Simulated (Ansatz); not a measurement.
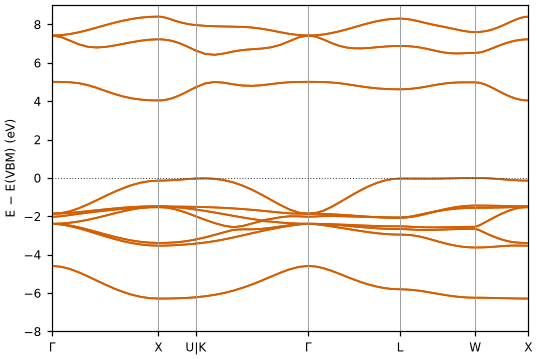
Figure. Band structure from PBE+D3(BJ) with spin–orbit coupling (plane waves, PAW; program Ansatz)

**Question.** Read off the gap and where the band edges lie.

**Answer.** About 4.0 eV (4.04 eV by a search for the band edges); maximum at W, minimum at X.

The material is PbF$_{2}$ (fluorite, Fm-3m).

The cell was relaxed with PBE+D3(BJ) under the symmetry of its start; phonons on a q-mesh show no instability.

Potentials: the later of the program's two PAW sets.
